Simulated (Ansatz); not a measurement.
**Fields on a plane of CuI (zinc blende)**

```yaml
crystal:
  lattice:
    - [0.00000, 3.01151, 3.01151]
    - [3.01151, 0.00000, 3.01151]
    - [3.01151, 3.01151, 0.00000]
  atoms:
    - { symbol: I, position: [0.75000, 0.75000, 0.75000] }
    - { symbol: Cu, position: [0.00000, 0.00000, 0.00000] }
```

The slice is a {111} plane (indices of the conventional cell) through the point (0.750, 0.750, 0.750) (fractional), spanned by u = [100] and v = [-1 2 0] in vectors of this cell: u (4.26 Å) and v (7.38 Å, at 90° to u). It covers one period; positions are fractions (u, v).

Atoms on it: I at (0.00, 0.00); I at (0.50, 0.50). Other atoms lie within 1 Å of the plane.

The numbers are results of r2SCAN (plane waves to 500 eV, PAW, scalar-relativistic; Ansatz, a first-principles code), not measurements. k mesh 10×10×10. Near the nuclei the fields are pseudised (PAW); where an atom keeps semicore shells as valence, they peak there. CuI is run without spin polarisation. CuI was relaxed with its symmetry unable to fall. Spin-orbit coupling is left out, though I is heavy.

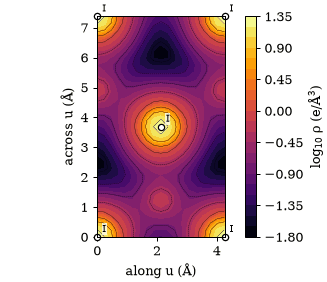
Figure. Log₁₀ of the valence density in e/Å³, one period of the plane, atoms marked. The scale is logarithmic, as a density can span decades between atoms and voids.

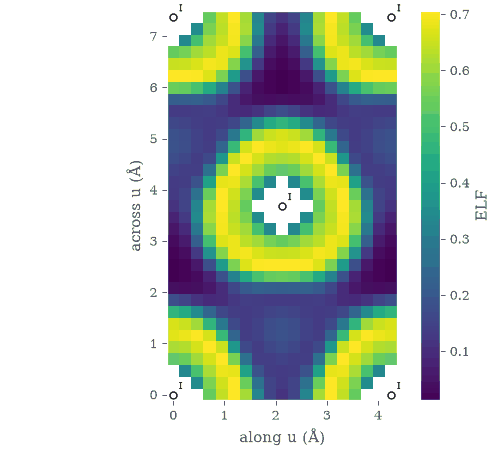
Electron localisation function (ELF), one period of the plane, atoms marked. Points within 0.5 Å of a nucleus are left white, as the pseudised field means little there.
